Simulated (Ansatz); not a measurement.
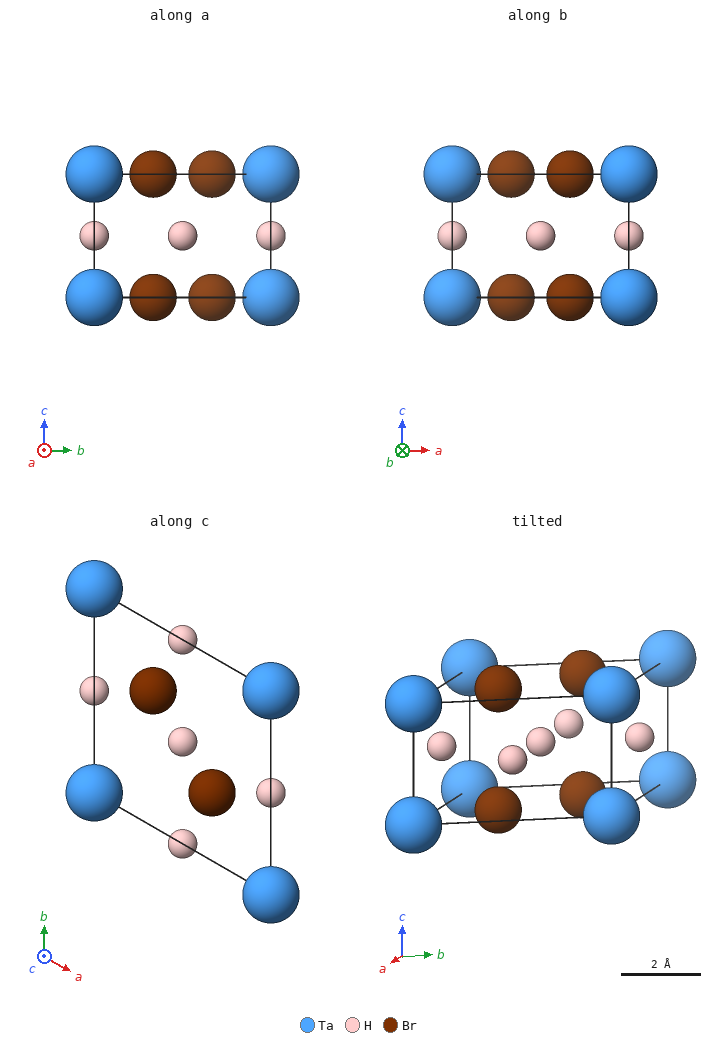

A spheres-only rendering, viewed along the a axis, along the b axis, along the c axis and slightly off an axis. The wireframe shows the conventional unit cell.

Lattice parameters: a = 5.200 Å, b = 5.200 Å, c = 3.144 Å, α = 90.00°, β = 90.00°, γ = 120.00°. Put a along x and b in the xy plane.

Give the structure in the form of a POSCAR file.

Answer.
```
Ta H Br
1.0
     5.200    0.000    0.000
    -2.600    4.504    0.000
     0.000    0.000    3.144
Ta H Br
1 3 2
Direct
  0.0000 0.0000 0.0000
  0.5000 0.0000 0.5000
  0.0000 0.5000 0.5000
  0.5000 0.5000 0.5000
  0.6667 0.3333 0.0000
  0.3333 0.6667 0.0000
```

Provenance: a structure type filled with these elements by a generator (whether the compound takes this form wasn't checked). The picture shows the end point of a geometry optimisation with DFT PBE, scalar-relativistic, plane waves, PAW in Ansatz.
